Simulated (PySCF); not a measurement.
Run report: C2H8BSi (charge −1), NMR shielding calculation

System: C2H8BSi, charge −1.
Method: GIAO PBE0/pcSseg-1 NMR shielding, non-relativistic, IEF-PCM dimethylsulfoxide (PySCF 2.14.0).

The geometry comes from this level: GFN2-xTB. Figures and captions count atoms from 1; the log counts them from 0 in places.

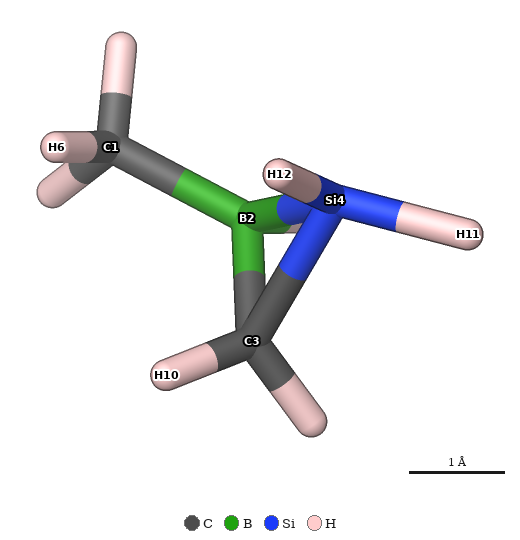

Figure 1. The input geometry (stick view, seen at a tilt; atoms are numbered from 1 in the order of the input). Bond lengths as drawn: B–C 1.60 to 1.63 Å, B–H 1.21 Å, B–Si 1.97 Å, C–H 1.09 to 1.10 Å, C–Si 1.91 Å and H–Si 1.49 Å.

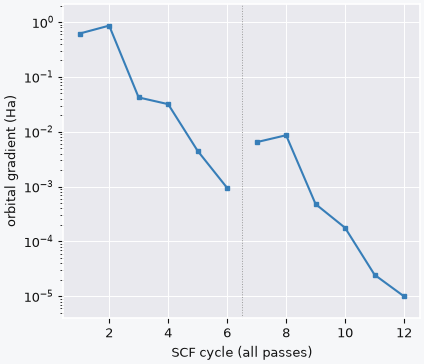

Figure 2. Convergence of the self-consistent field: orbital gradient against the SCF cycle. The dotted line marks the change from a coarse to the final integration grid. The first 6 cycles use a coarse grid, the final grid takes over at cycle 7, and the field converges after 12 cycles in all.

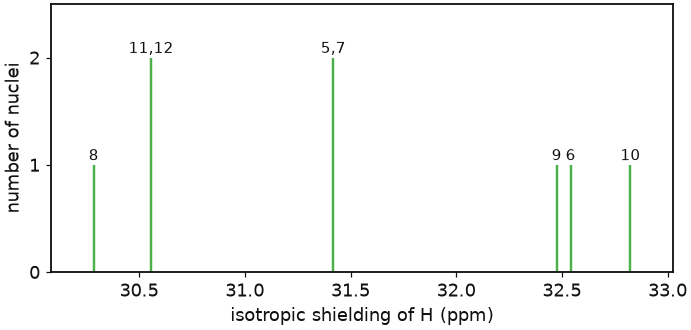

Figure 3. Isotropic shieldings of the hydrogen nuclei in this fixed geometry, labelled by atom number; shielding grows to the right, so chemical shift grows to the left. The least shielded is H8 (30.3 ppm), the most shielded H10 (32.8 ppm).

The input that produced these results follows, with the program's output.

The input
```
{"job": {"kind": "nmr", "xc": "PBE0", "basis": "pcSseg-1", "solvent": "dimethylsulfoxide", "pop": false}, "charge": -1, "multiplicity": 1}
C     -1.543429     0.624384    -0.336146
B     -0.201886    -0.249610    -0.636901
C      0.475666    -1.022334     0.583159
Si     1.515949     0.471022     0.007353
H     -2.441776    -0.003922    -0.329003
H     -1.501993     1.121532     0.636139
H     -1.720851     1.404824    -1.083610
H     -0.189125    -0.788648    -1.717127
H      0.909548    -2.012411     0.434214
H      0.039007    -0.959030     1.580759
H      2.901657     0.025645    -0.322728
H      1.758429     1.387862     1.157864
```

The first line tells a small driver script what to run in PySCF; the rest is the geometry in Å.

Launch command:
```bash
OMP_NUM_THREADS=1 python <driver script> task.json out
```

What the program printed
```
coarse grid: 9848 points
cycle   1  E = -395.0191937113  dE =  1.005e-01  |g| = 6.201e-01  |ddm| = 2.996e+00
cycle   2  E = -394.9096765451  dE =  1.095e-01  |g| = 8.652e-01  |ddm| = 2.228e+00
cycle   3  E = -395.1445263008  dE = -2.348e-01  |g| = 4.234e-02  |ddm| = 1.430e+00
cycle   4  E = -395.1448112139  dE = -2.849e-04  |g| = 3.194e-02  |ddm| = 7.739e-02
cycle   5  E = -395.1450760675  dE = -2.649e-04  |g| = 4.490e-03  |ddm| = 3.215e-02
cycle   6  E = -395.1450821234  dE = -6.056e-06  |g| = 9.476e-04  |ddm| = 6.941e-03
final grid: 88528 points
cycle   7  E = -395.1665622473  dE = -1.977e-05  |g| = 6.473e-03  |ddm| = 2.131e-02
cycle   8  E = -395.1665526991  dE =  9.548e-06  |g| = 8.655e-03  |ddm| = 1.680e-02
cycle   9  E = -395.1665739340  dE = -2.123e-05  |g| = 4.800e-04  |ddm| = 1.022e-02
cycle  10  E = -395.1665739907  dE = -5.669e-08  |g| = 1.771e-04  |ddm| = 7.335e-04
cycle  11  E = -395.1665739988  dE = -8.049e-09  |g| = 2.461e-05  |ddm| = 1.656e-04
cycle  12  E = -395.1665739989  dE = -1.606e-10  |g| = 9.939e-06  |ddm| = 5.797e-05
converged SCF energy = -395.1665739989

GIAO shielding tensors (ppm)
atom      isotropic    diamagn.    paramagn.     s11        s22        s33       span
  0 C      180.841     246.579     -65.737    172.892    179.569    190.063     17.171
  1 B      131.415     187.944     -56.529    115.520    135.858    142.867     27.347
  2 C      204.578     251.541     -46.963    178.970    195.640    239.123     60.153
  3 Si     521.971     881.575    -359.604    453.395    459.072    653.446    200.050
  4 H       31.410      29.920       1.490     27.083     28.434     38.712     11.629
  5 H       32.541      31.158       1.383     28.195     31.635     37.795      9.601
  6 H       31.428      29.750       1.677     26.698     29.047     38.538     11.839
  7 H       30.285      29.895       0.391     27.283     29.035     34.539      7.256
  8 H       32.475      31.388       1.088     26.487     27.355     43.585     17.098
  9 H       32.824      32.145       0.679     27.530     28.643     42.300     14.771
 10 H       30.540      30.869      -0.328     24.998     28.086     38.536     13.538
 11 H       30.574      31.112      -0.538     25.092     29.065     37.564     12.473
```

Results in brief

```csv
quantity,value
outcome,converged
total energy,−395.166574 hartree
HOMO,−4.94 eV
LUMO,1.22 eV
"isotropic shielding, C",180.8 to 204.6 ppm
"isotropic shielding, B",131.4 ppm
"isotropic shielding, Si",522.0 ppm
"isotropic shielding, H",30.3 to 32.8 ppm
hardware,"1 CPU thread, shared host"
wall time,8 s
peak memory,0.6 GiB
```
